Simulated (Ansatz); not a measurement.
**CH$_{5}$Si$_{2}$ (SMILES [SiH-]=C[SiH3]) (charge −1): density, localisation and related maps**

```xyz
8

Si   -1.5606    1.2268   -0.6751
C    -0.2124    0.0568   -0.6651
Si    0.6451   -0.3923    0.8739
H    -1.8728    1.2025   -2.2143
H     0.1490   -0.4355   -1.5825
H     0.0947    0.3283    2.0791
H     2.1441   -0.1215    0.9202
H     0.6128   -1.8652    1.2639
```

The calculation used Ansatz, RKS PBE0/def2-SVP.

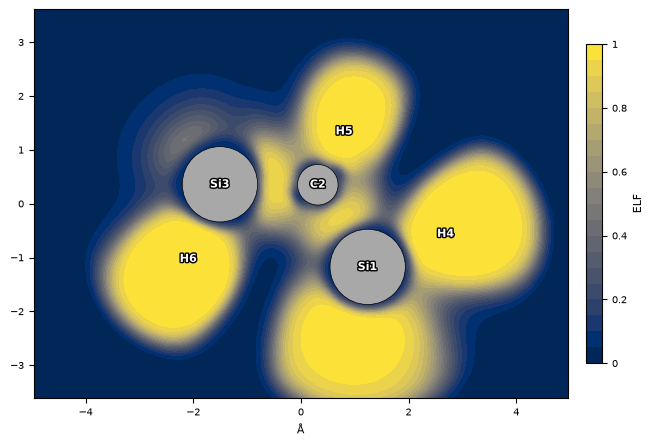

Figure 1. Electron localisation function on the plane of atoms Si1, C2 and H5. Grey discs cover the atomic cores.

### Interpret the plot.

The plane passes through Si, C and H nuclei. C–Si (1.79 Å): the ELF peaks at about 0.90 between the atoms; localised, covalent bonding. C–H (1.10 Å): the ELF climbs to about 1 towards the hydrogen, as it does in any bond to H (an ordinary covalent bond to hydrogen). Si–H (1.51 Å): the ELF climbs to about 1 towards the hydrogen. The ELF also peaks beside Si1, away from the bonds: lone-pair regions.

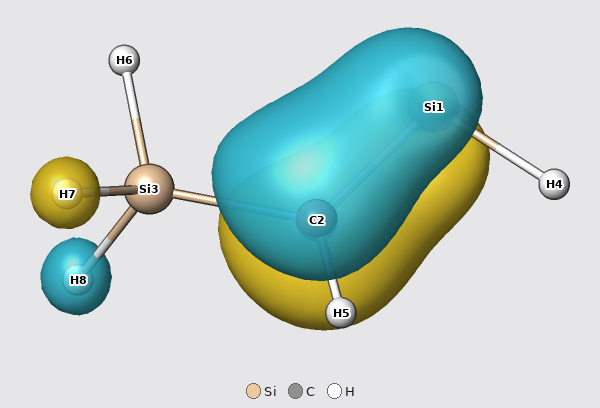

Figure 2. The HOMO−1 at ±0.15 Å⁻³ᐟ² (yellow and cyan are the two phases), seen at a tilt.

### Describe this orbital and give its energy.

By Hirshfeld shares it lies mainly on C2 (about 45 %) and Si1 (about 30 %); π-bonding across C2–Si1. Its energy is −1.09 eV.
